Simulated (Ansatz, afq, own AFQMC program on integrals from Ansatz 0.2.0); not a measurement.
# CH3SSi (doublet): AFQMC on the coupled-cluster ladder as a fragment species, def2-TZVP

How near does AFQMC come to the top of the ladder for CH3SSi (doublet)?

Program: Ansatz 0.2.0, Gaussian basis, and an in-house AFQMC program (afq) on its integrals; all values are calculated. Level of theory: def2-TZVP, frozen cores. These are calculated values, not measurements.

Plan: PBE (unrestricted); r2SCAN (unrestricted); CCSD(T) on UHF; PBE0 (unrestricted); B3LYP (unrestricted); wB97M-V (unrestricted); B2PLYP (unrestricted); Phaseless AFQMC, CISD trial on UHF.

24 further runs of the same task are left out: 4 that didn't finish, 20 set aside as unsound or not needed.

## (1) The geometry

The geometry is a PBE0/def2-SVP stationary point (not a proven minimum).

6 atoms, charge 0, spin multiplicity 2.

Atoms are counted from 1 here; the program's logs count them from 0.

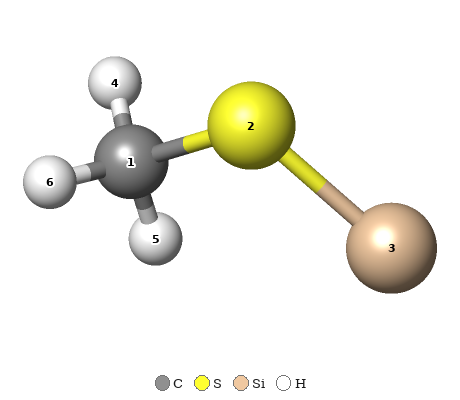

The geometry (carbon grey, sulfur yellow, silicon light orange, hydrogen white); atoms are numbered from 1 in the order of the file.

Coordinates:

```xyz
6
charge 0, multiplicity 2
C    -0.19897    0.85282   -0.46969
S     1.10570   -0.42607   -0.31785
Si    0.17723   -2.30735   -0.20807
H    -0.03231    1.41054   -1.40174
H    -1.19729    0.39459   -0.48297
H    -0.11416    1.53907    0.38432
```

## (2) PBE (unrestricted)

in.yaml

```yaml
crystal:
  periodic: [false, false, false]
  atoms:
    - {symbol: C, position_ang: [-0.198966, 0.852819, -0.469685]}
    - {symbol: S, position_ang: [1.105701, -0.426073, -0.317850]}
    - {symbol: Si, position_ang: [0.177230, -2.307345, -0.208068]}
    - {symbol: H, position_ang: [-0.032310, 1.410544, -1.401740]}
    - {symbol: H, position_ang: [-1.197291, 0.394586, -0.482971]}
    - {symbol: H, position_ang: [-0.114164, 1.539069, 0.384315]}
basis:
  gaussian: {orbitals: def2-TZVP}
magnetization: {spin_polarized: true, initial_magnetization: 1}
hamiltonian: {xc: {name: PBE}}
output: {orbitals: {seedname: orbitals}}
```

The run is started by

```
$ ansatz run in.yaml --threads 1 --pin off --events-out ev --progress --plain --max-ram 5632MiB --backend cpu
```

Standard output:

```text
Functional definition: PBE
  name "PBE"
  cite "Perdew, Burke & Ernzerhof, Phys. Rev. Lett. 77, 3865 (1996) doi:10.1103/PhysRevLett.77.3865"
  parent pbe
  parameter kappa = 0.804
  parameter beta = 0.06672455060314922
  exchange = pbe_x(kappa = kappa, mu = beta*pi^2/3)
  correlation = pbe_c(beta = beta)
825 factors; their error is unknown
mean field evaluation 1: about -19779.9226 eV, gradient 4.1e1 eV
mean field evaluation 2: about -19733.4466 eV, gradient 8.7e1 eV
mean field evaluation 4: about -19787.1870 eV, gradient 1.5e1 eV
mean field evaluation 8: about -19788.6220 eV, gradient 8.1e-2 eV
mean field evaluation 16: about -19788.6032 eV, gradient 1.4e-4 eV
mean field -19788.60320823 eV, -727.2177547055 hartree, gradient 8.4e-5 eV, S^2 0.756814; 1 other end points of the search recorded, 0 dependent functions left out
reference -19788.60324306 eV, -727.2177559853 hartree; 20, 19 occupied and 103, 104 virtual orbitals, 825 factors
Total energy: -19788.60324306 eV, -727.2177559853 hartree
```

Wall time 4 s (1 thread of AMD EPYC 7R13 (Zen 3), shared host); peak memory 2.2 GiB.

From the report: ⟨S²⟩ of the determinant 0.757 (pure doublet: 0.75).

## (3) r2SCAN (unrestricted)

Changes to in.yaml since step 2:

```diff
@@ -12,3 +12,2 @@
 magnetization: {spin_polarized: true, initial_magnetization: 1}
-hamiltonian: {xc: {name: PBE}}
-output: {orbitals: {seedname: orbitals}}
+hamiltonian: {xc: {name: r2SCAN}}
```

Launched as before.

Standard output:

```text
Functional definition: r2SCAN
  name "r2SCAN"
  cite "Furness, Kaplan, Ning, Perdew & Sun, J. Phys. Chem. Lett. 11, 8208 (2020) doi:10.1021/acs.jpclett.0c02405"
  cite "Furness, Kaplan, Ning, Perdew & Sun, J. Phys. Chem. Lett. 11, 9248 (2020) doi:10.1021/acs.jpclett.0c03077"
  parent r2scan
  parameter k0 = 0.174
  parameter k1 = 0.065
  parameter a1 = 4.9479
  exchange = r2scan_x(k0 = k0, k1 = k1, a1 = a1)
  correlation = r2scan_c
825 factors; their error is unknown
mean field evaluation 1: about -19789.5433 eV, gradient 3.7e1 eV
mean field evaluation 2: about -19763.6359 eV, gradient 6.9e1 eV
mean field evaluation 4: about -19796.0838 eV, gradient 8.7e0 eV
mean field evaluation 8: about -19796.5518 eV, gradient 2.2e-1 eV
mean field evaluation 16: about -19796.5319 eV, gradient 3.3e-4 eV
mean field -19796.53192154 eV, -727.5091295453 hartree, gradient 3.0e-5 eV, S^2 0.761621; 1 other end points of the search recorded, 0 dependent functions left out
reference -19796.53193404 eV, -727.5091300048 hartree; 20, 19 occupied and 103, 104 virtual orbitals, 825 factors
Total energy: -19796.53193404 eV, -727.5091300048 hartree
```

Run time: 9 s. Hardware: 1 thread of AMD EPYC 7R13 (Zen 3), shared host; peak memory 2.2 GiB.

From the report: ⟨S²⟩ of the determinant 0.762 (pure doublet: 0.75).

## (4) CCSD(T) on UHF

Changes to in.yaml since step 3:

```diff
@@ -12,2 +12,2 @@
 magnetization: {spin_polarized: true, initial_magnetization: 1}
-hamiltonian: {xc: {name: r2SCAN}}
+correlation: {method: ccsd_t, electrons: outside_noble_gas, hamiltonian_folder: ham}
```

The run is started by

```
$ ansatz run in.yaml --threads 1 --pin off --events-out ev --progress --plain --max-ram 16896MiB --backend cuda --devices 0, --max-vram 18GiB
```

Standard output, cut to the lines that bear on the results:

```text
Functional definition: HF
  name "HF"
  cite "Fock, Z. Phys. 61, 126 (1930) doi:10.1007/BF01340294"
  parent pbe
[...]
787 factors; integrals over basis functions are off by at most 1.4e-3 eV
[...]
mean field -19757.68552171 eV, -726.0815506827 hartree, gradient 5.3e-6 eV, S^2 0.778807; 11 other end points of the search recorded, 0 dependent functions left out
determinant -19757.68552171 eV, -726.0815506827 hartree, with singles and doubles -19770.36906379 eV, -726.5476622570 hartree
determinant -19756.90589453 eV, -726.0528999122 hartree, with singles and doubles -19769.55302716 eV, -726.5176734640 hartree
determinant -19754.53682661 eV, -725.9658382718 hartree, with singles and doubles -19766.55549013 eV, -726.4075160099 hartree
determinant -19754.45282397 eV, -725.9627512320 hartree, with singles and doubles -19766.87777261 eV, -726.4193596723 hartree
determinant -19754.35711432 eV, -725.9592339672 hartree, with singles and doubles -19766.88494199 eV, -726.4196231424 hartree
determinant -19754.25826012 eV, -725.9556011422 hartree, with singles and doubles -19766.67079480 eV, -726.4117533782 hartree
11 core orbitals not correlated: weight in the atoms' cores, before any rotation towards them, 1.000 or more for the frozen orbitals, at most 0.000 for the correlated occupied ones
reference -19757.68552171 eV, -726.0815506827 hartree; 9, 8 occupied and 103, 104 virtual orbitals, 787 factors
second order -11.38202578 eV of doubles, -0.00000000 eV of singles
cycle   1  -12.55775887 eV  change   -5.9e-1 eV  update   2.3e-2
[...]
cycle   9  -12.58214494 eV  change    1.5e-5 eV  update   1.3e-5
perturbative correction -0.60747478 eV, -0.0223242865 hartree
Total energy: -19770.87514144 eV, -726.5662602674 hartree
```

It took 14 s on 1 × NVIDIA H100 80GB HBM3 with 1 thread of AMD EPYC 7R13 (Zen 3), shared host; peak host memory 2.2 GiB.

From the report: ⟨S²⟩ of the determinant 0.779 (pure doublet: 0.75); correlation -13.1896 eV; T1 0.020; largest double amplitude 0.05.

This run also writes the integrals to the folder ham.

## (5) PBE0 (unrestricted)

Changes to in.yaml since step 4:

```diff
@@ -12,2 +12,3 @@
 magnetization: {spin_polarized: true, initial_magnetization: 1}
-correlation: {method: ccsd_t, electrons: outside_noble_gas, hamiltonian_folder: ham}
+hamiltonian: {xc: {name: PBE0}}
+output: {orbitals: {seedname: orbitals}}
```

The run is started by

```
$ ansatz run in.yaml --threads 1 --pin off --events-out ev --progress --plain --max-ram 5632MiB --backend cpu
```

Standard output:

```text
Functional definition: PBE0
  name "PBE0"
  cite "Adamo & Barone, J. Chem. Phys. 110, 6158 (1999) doi:10.1063/1.478522"
  cite "Perdew, Burke & Ernzerhof, Phys. Rev. Lett. 77, 3865 (1996) doi:10.1103/PhysRevLett.77.3865"
  parent pbe
  parameter a = 0.25
  parameter kappa = 0.804
  parameter beta = 0.06672455060314922
  exchange = (1 - a)*pbe_x(kappa = kappa, mu = beta*pi^2/3) + a*exact_x
  correlation = pbe_c(beta = beta)
851 factors; their error is unknown
mean field evaluation 1: about -19784.8793 eV, gradient 3.2e1 eV
mean field evaluation 2: about -19776.5123 eV, gradient 4.7e1 eV
mean field evaluation 4: about -19790.1466 eV, gradient 3.7e0 eV
mean field evaluation 8: about -19790.2345 eV, gradient 9.1e-2 eV
mean field evaluation 16: about -19790.2854 eV, gradient 2.4e-4 eV
mean field -19790.28544610 eV, -727.2795758069 hartree, gradient 4.2e-5 eV, S^2 0.759332; 2 other end points of the search recorded, 0 dependent functions left out
reference -19790.28547191 eV, -727.2795767556 hartree; 20, 19 occupied and 103, 104 virtual orbitals, 851 factors
Total energy: -19790.28547191 eV, -727.2795767556 hartree
```

It took 4.8 s on 1 thread of AMD EPYC 7R13 (Zen 3), shared host; peak memory 2.2 GiB.

From the report: ⟨S²⟩ of the determinant 0.759 (pure doublet: 0.75).

## (6) B3LYP (unrestricted)

Changes to in.yaml since step 5:

```diff
@@ -12,3 +12,2 @@
 magnetization: {spin_polarized: true, initial_magnetization: 1}
-hamiltonian: {xc: {name: PBE0}}
-output: {orbitals: {seedname: orbitals}}
+hamiltonian: {xc: {name: B3LYP}}
```

Launched as before.

Standard output, cut to the lines that bear on the results:

```text
Functional definition: B3LYP
  name "B3LYP"
  cite "Stephens, Devlin, Chabalowski & Frisch, J. Phys. Chem. 98, 11623 (1994) doi:10.1021/j100096a001"
  cite "Becke, Phys. Rev. A 38, 3098 (1988) doi:10.1103/PhysRevA.38.3098"
  cite "Lee, Yang & Parr, Phys. Rev. B 37, 785 (1988) doi:10.1103/PhysRevB.37.785"
  cite "Vosko, Wilk & Nusair, Can. J. Phys. 58, 1200 (1980) doi:10.1139/p80-159"
[...]
844 factors; their error is unknown
[...]
mean field -19799.80788664 eV, -727.6295190421 hartree, gradient 3.0e-5 eV, S^2 0.756144; 2 other end points of the search recorded, 0 dependent functions left out
reference -19799.80810913 eV, -727.6295272187 hartree; 20, 19 occupied and 103, 104 virtual orbitals, 844 factors
Total energy: -19799.80810913 eV, -727.6295272187 hartree
```

Run time: 6.5 s. Hardware: 1 thread of AMD EPYC 7R13 (Zen 3), shared host; peak memory 2.2 GiB.

From the report: ⟨S²⟩ of the determinant 0.756 (pure doublet: 0.75).

## (7) wB97M-V (unrestricted)

Changes to in.yaml since step 6:

```diff
@@ -12,2 +12,3 @@
 magnetization: {spin_polarized: true, initial_magnetization: 1}
-hamiltonian: {xc: {name: B3LYP}}
+hamiltonian: {xc: {name: wB97M-V}}
+output: {orbitals: {seedname: orbitals}}
```

Launched as before.

Standard output, cut to the lines that bear on the results:

```text
Functional definition: wB97M-V
  name "wB97M-V"
  cite "Mardirossian & Head-Gordon, J. Chem. Phys. 144, 214110 (2016) doi:10.1063/1.4952647"
  cite "Becke, J. Chem. Phys. 107, 8554 (1997) doi:10.1063/1.475007"
  cite "Vydrov & Van Voorhis, J. Chem. Phys. 133, 244103 (2010) doi:10.1063/1.3521275"
  # Of w^i u^j: cxij and so on, Table III.
[...]
  gx(w, u) = 1 - cx + cx01*u + cx10*w
  gss(w, u) = css00 + css04*u^4 + css10*w + css20*w^2 + css43*w^4*u^3
  gos(w, u) = cos00 + cos10*w + (cos20 + cos21*u)*w^2 + (cos60 + cos61*u)*w^6
[...]
      + integral(e_c_pw_mod_opposite_spin*gos(b97_w_opposite, b97_u_opposite)) + vv10(b, c)
828 factors; their error is unknown
198 factors; integrals over basis functions are off by at most 5.4e-5 eV
[...]
mean field -19796.87657662 eV, -727.5217953858 hartree, gradient 4.5e-5 eV, S^2 0.753558; 2 other end points of the search recorded, 0 dependent functions left out
reference -19796.87661579 eV, -727.5217968255 hartree; 20, 19 occupied and 103, 104 virtual orbitals, 828 factors
Total energy: -19796.87661579 eV, -727.5217968255 hartree
```

Run time: 22 s. Hardware: 1 thread of AMD EPYC 7R13 (Zen 3), shared host; peak memory 2.2 GiB.

From the report: ⟨S²⟩ of the determinant 0.754 (pure doublet: 0.75).

## (8) B2PLYP (unrestricted)

Changes to in.yaml since step 7:

```diff
@@ -12,3 +12,3 @@
 magnetization: {spin_polarized: true, initial_magnetization: 1}
-hamiltonian: {xc: {name: wB97M-V}}
-output: {orbitals: {seedname: orbitals}}
+hamiltonian: {xc: {name: B2PLYP}}
+correlation: {electrons: outside_noble_gas}
```

Launched as before.

Standard output, cut to the lines that bear on the results:

```text
Functional definition: B2PLYP
  name "B2PLYP"
  cite "Grimme, J. Chem. Phys. 124, 034108 (2006) doi:10.1063/1.2148954"
  cite "Becke, Phys. Rev. A 38, 3098 (1988) doi:10.1103/PhysRevA.38.3098"
  cite "Lee, Yang & Parr, Phys. Rev. B 37, 785 (1988) doi:10.1103/PhysRevB.37.785"
[...]
787 factors; integrals over basis functions are off by at most 1.4e-3 eV
[...]
mean field -19786.95865371 eV, -727.1573184416 hartree, gradient 7.5e-6 eV, S^2 0.761812; 2 other end points of the search recorded, 0 dependent functions left out
11 core orbitals not correlated: weight in the atoms' cores, before any rotation towards them, 1.000 or more for the frozen orbitals, at most 0.000 for the correlated occupied ones
reference -19786.95879384 eV, -727.1573235914 hartree; 9, 8 occupied and 103, 104 virtual orbitals, 787 factors
second order -14.26415932 eV of doubles, -0.00000000 eV of singles
Total energy: -19790.81011686 eV, -727.2988571018 hartree
```

Wall time 8.5 s (1 thread of AMD EPYC 7R13 (Zen 3), shared host); peak memory 2.2 GiB.

From the report: ⟨S²⟩ of the determinant 0.762 (pure doublet: 0.75).

## (9) Phaseless AFQMC, CISD trial on UHF

It reads the integrals that the CCSD(T) run on this determinant wrote.

The run is started by

```
$ afq ham --method phaseless --trial cisd --walkers 1100 --populations 20 --least-time 60 --time-step 0.005 --steps-per-block 50 --equilibration-blocks 28 --max-blocks 4000 --target-error 0.00024 --factor-cut 1e-05 --start spin_pure --seed 7166 --release-times 0.24,0.5,1 --release-step 0.02 --release-every 4 --taylor-order 6
```

Standard output:

```text
orbitals 112  electrons 9 8  factors 781 of 787
reference energy -726.08155068 Eh
CCSD correlation -0.46238557 Eh in 13 cycles, weight of the determinant in the CISD state 0.7992
energy of the start -726.541398 Eh
 block  time / (1/Eh)  mean weight  energy / Eh
     1     0.250  1.0002  -726.530632
     2     0.500  0.9995  -726.537265
     3     0.750  0.9998  -726.544628
     4     1.000  1.0002  -726.550747
     5     1.250  0.9999  -726.555725
     6     1.500  1.0000  -726.559500
     7     1.750  0.9996  -726.564786
     8     2.000  1.0012  -726.566889
     9     2.250  0.9999  -726.564009
    10     2.500  1.0001  -726.566755
    13     3.250  0.9989  -726.564955
    17     4.250  1.0006  -726.566305
    21     5.250  0.9994  -726.565031
    25     6.250  1.0000  -726.566703
    29     7.250  0.9999  -726.568779
    33     8.250  1.0010  -726.566216
    37     9.250  0.9999  -726.571004
    41    10.250  1.0002  -726.572067
    45    11.250  0.9998  -726.567367
    49    12.250  1.0000  -726.570849
    53    13.250  1.0008  -726.568672
    57    14.250  1.0005  -726.565903
    61    15.250  1.0000  -726.570364
    65    16.250  1.0001  -726.568688
    69    17.250  1.0001  -726.568863
    73    18.250  1.0001  -726.566742
    77    19.250  1.0003  -726.568094
    81    20.250  1.0001  -726.568860
    85    21.250  0.9999  -726.566427
    89    22.250  0.9997  -726.568724
    93    23.250  1.0004  -726.566332
    97    24.250  1.0009  -726.569629
   101    25.250  0.9998  -726.570634
   105    26.250  1.0005  -726.568545
   109    27.250  0.9991  -726.569658
   113    28.250  0.9999  -726.571775
   117    29.250  1.0003  -726.569798
   121    30.250  0.9999  -726.566232
   125    31.250  1.0007  -726.569143
   129    32.250  0.9999  -726.565111
   133    33.250  1.0001  -726.568095
   137    34.250  1.0000  -726.567743
   141    35.250  1.0003  -726.564866
   145    36.250  0.9995  -726.569846
   149    37.250  0.9995  -726.570818
   153    38.250  1.0006  -726.566736
   157    39.250  0.9996  -726.565469
error from the spread of 20 populations
released: time / (1/Eh)  energy / Eh  error  mean overlap
  0.24  -726.569203  0.000300  0.9936
  0.50  -726.568873  0.000370  0.9897
  1.00  -726.569167  0.000329  0.9928
energy -726.568458 +/- 0.000306 Eh
```

Run time: 6.2 min. Hardware: 1 × NVIDIA H100 80GB HBM3 with 2 threads of AMD EPYC 7R13 (Zen 3), shared host; peak host memory 2.2 GiB.

Energy -19770.9350 ± 0.0083 eV. Caveats: constraint bias not in the error.

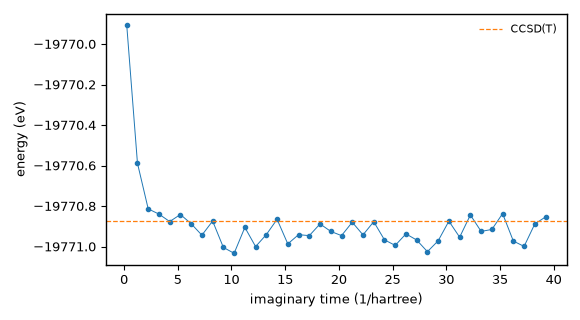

Block energies along the walk.

## (10) All levels side by side

On the UHF determinant, counted from CCSD(T) (a yardstick, not exact):

```tsv
level	energy (eV)	from CCSD(T) (meV)	statistical error (meV)	time
HF	-19757.6855	+13189.6		
MP2	-19769.0675	+1807.6		
CCSD	-19770.2677	+607.5		
CCSD(T)	-19770.8751	0.0		
Phaseless AFQMC, CISD trial, step 0.005, 1100 walkers	-19770.9350	-59.8	8.3	6.2 min
```

The functionals' totals stand on their own zeros and serve differences with other points: PBE -19788.603 eV; r2SCAN -19796.532 eV; PBE0 -19790.285 eV; B3LYP -19799.808 eV; wB97M-V -19796.877 eV; B2PLYP -19790.810 eV.

## (11) Outcome

| quantity | value |
| --- | --- |
| Phaseless AFQMC, CISD trial on UHF from CCSD(T) | -59.8 ± 8.3 meV |

**Reading.** On UHF the phaseless walk with the CISD trial lies -59.8 meV from CCSD(T), 7 times its error bar. Error bars are statistical and leave out the constraint, the time step and what remains of the start.
